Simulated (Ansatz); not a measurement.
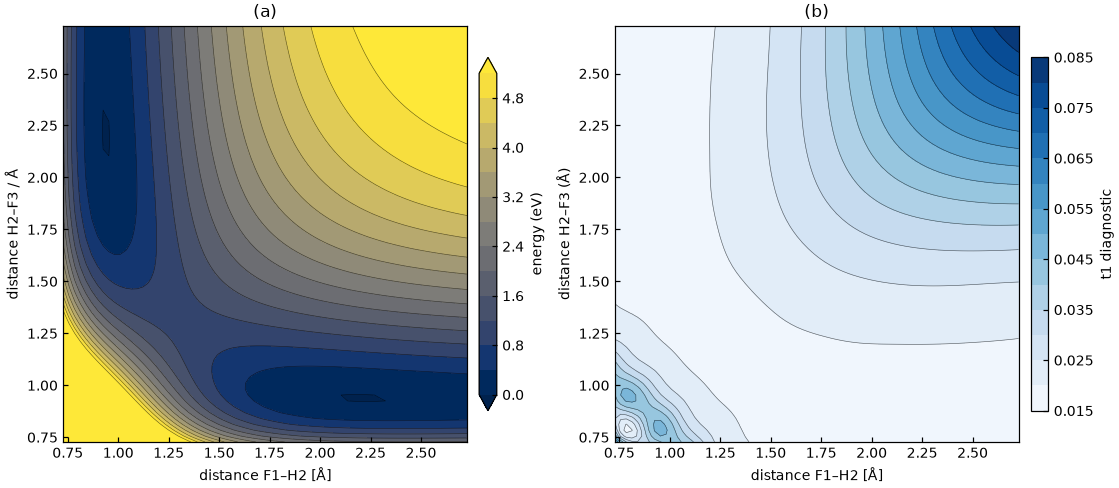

The system F⁻ + HF. 
- The first coordinate is: distance F1–H2; the second: distance H2–F3.
- Nothing is relaxed (the angle F1–H2–F3 is fixed at 100 degrees).
- Grid: 13 × 13 points; 91 points were computed and 78 follow by symmetry.
- Points are written as (first, second).
- Energies: eV, counted from the lowest grid point.
- The restricted reference is unstable at some or all points, so the energies there are unreliable.
- Theory: RHF-CCSD(T), frozen core/def2-TZVPD (Ansatz).

Panel (a) is the energy and panel (b) the computed t1 diagnostic on the same grid.

In the figure: filled contours, one colour for all values above the top of the scale. Between grid points the surface is interpolated.

How does the t1 diagnostic vary over the map, and what is it at the lowest grid point?

Leaving out the highest fifth of the energies, it runs from 0.02  at (0.728 Å, 2.104 Å) to 0.05  at (2.104 Å, 2.306 Å). At the lowest grid point, (0.923 Å, 2.306 Å), it is 0.02 .
